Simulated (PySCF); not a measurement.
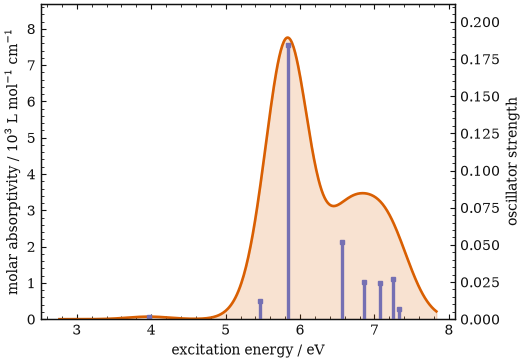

Vertical TDDFT excitations, CAM-B3LYP/def2-SVPD with PySCF 2.14.0, at a GFN2-xTB geometry (no frequency check), gas phase. The lowest 8 singlet states are shown; each is broadened by a Gaussian of 1/e half-width 0.40 eV. Sticks give oscillator strengths (right axis).

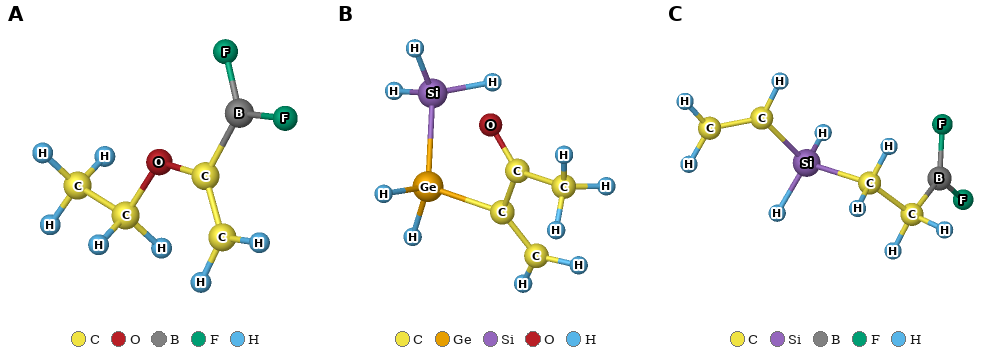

**Whose absorption spectrum is this? The candidates are drawn in the second picture.**

Structure B, C₄H₁₀GeOSi, SMILES C=[C]([GeH2][SiH3])C(C)=O, singlet. Its lowest singlet lies at 3.97 eV (f = 0.002) and the brightest of those computed is S3 at 5.84 eV (212 nm), f = 0.184, mainly HOMO−1 → LUMO (81 %).

Note: the tight-binding geometry is rougher than a DFT one and adds to the error; one conformer of a flexible molecule; core orbitals are frozen in the response.
